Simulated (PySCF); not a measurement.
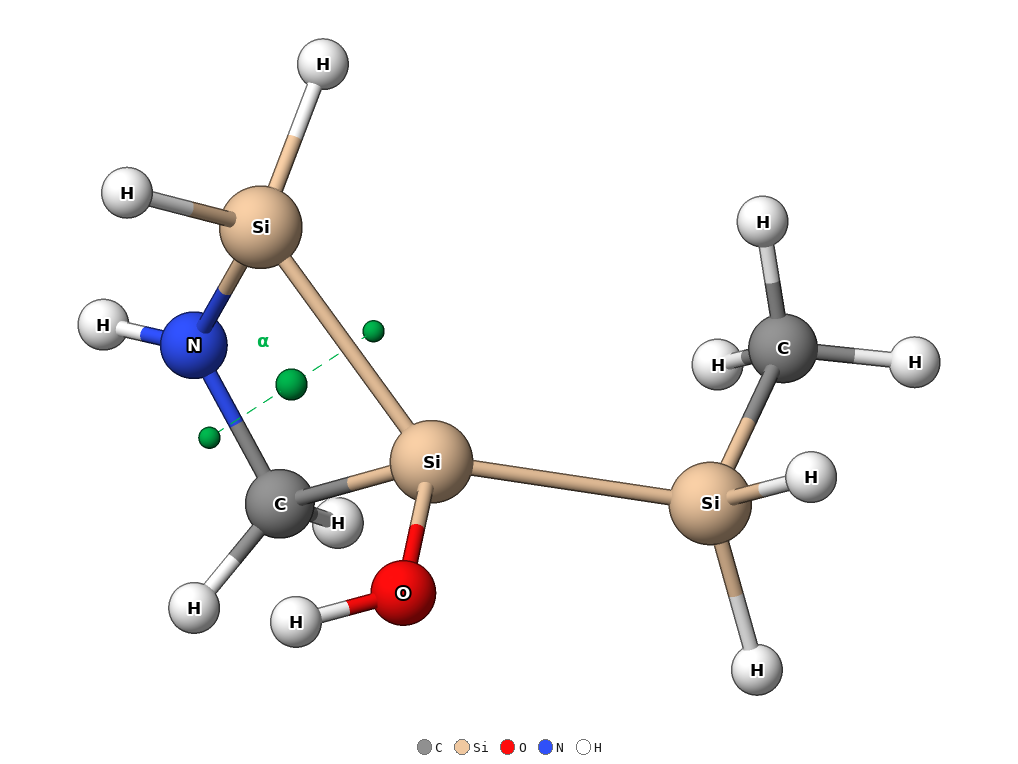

The small points mark where nucleus-independent chemical shifts (NICS) were computed: at the centre of each lettered ring and 1 Å above and below it. Computed geometry: GFN2-xTB optimisation. No frequency run is at hand to confirm it as a minimum. Properties computed with GIAO PBE0/pcSseg-1 NMR shielding, non-relativistic, gas phase (PySCF 2.14.0).

Give NICS(0), NICS(1) and the out-of-plane component NICS(1)zz for each ring (means of the two sides).

| ring | members | NICS(0) | NICS(1) | NICS(1)zz |
| --- | --- | --- | --- | --- |
| α | CNSi2 | −1.5 | −0.6 | 2.9 |

Values in ppm.

The geometry is semi-empirical. Around Si such bond lengths and angles can be off by a tenth of an ångström or more and by several degrees, and values that hang on the shape move with them.
